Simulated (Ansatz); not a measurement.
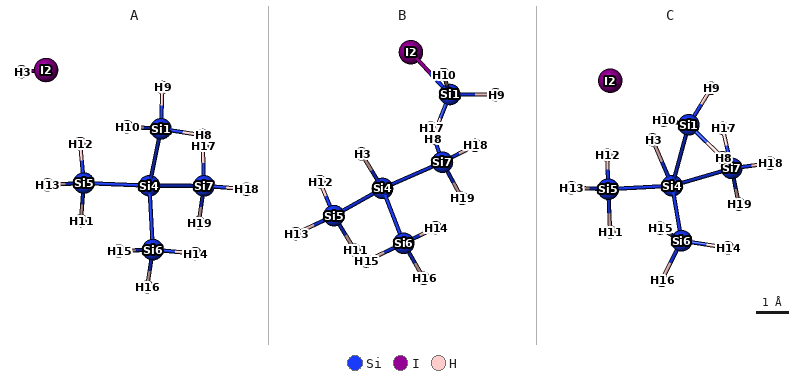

Three geometries of Si5H13I: a saddle point and the two relaxed ends that it joins, in shuffled order. Style: ball-and-stick. Shown from a free direction. Sticks join atoms that are closer than about 1.2 times the sum of their covalent radii (a little more with hydrogen).

Stationary points at PBE0-D4/def2-TZVP, single-point energies with wB97X-V, r2SCAN-D4, PBE-D4 (def2-TZVPP where no basis is named; Ansatz 0.2.0). The energies are electronic, without zero-point or thermal terms, and both ends are the relaxed geometries reached downhill from the saddle, with any fragments still in contact. Elements past krypton carry the basis set's effective core potentials.

Which frame is the transition state, what reaction does it lead through, and what barrier is to be expected?

Answer. Frame C is the saddle point. Counted by bonded pieces, B holds SiH₃I + Si₄H₁₀ and A holds HI + Si₅H₁₂. From B over the saddle to A, bonds form: Si1–Si4 (4.39 → 2.64 → 2.34 Å), I2–H3 (3.53 → 2.28 → 1.61 Å). Bonds break: Si1–I2 (2.44 → 3.08 → 4.10 Å), H3–Si4 (1.49 → 1.69 → 5.40 Å). The saddle has one imaginary mode, 376i cm⁻¹. With wB97X-V the barrier is 206.7 kJ/mol from B and 139.7 kJ/mol from A, and A lies 67.0 kJ/mol above B.

```
    level  barrier from B (kJ/mol)  barrier from A (kJ/mol)  A less B (kJ/mol)
  wB97X-V                    206.7                    139.7               67.0
r2SCAN-D4                    173.0                    109.9               63.1
   PBE-D4                    156.1                    100.9               55.2
```

Limits of the set-up: the start holds two separate molecules, 2.8 Å apart at their closest, whose relative position is a soft coordinate.
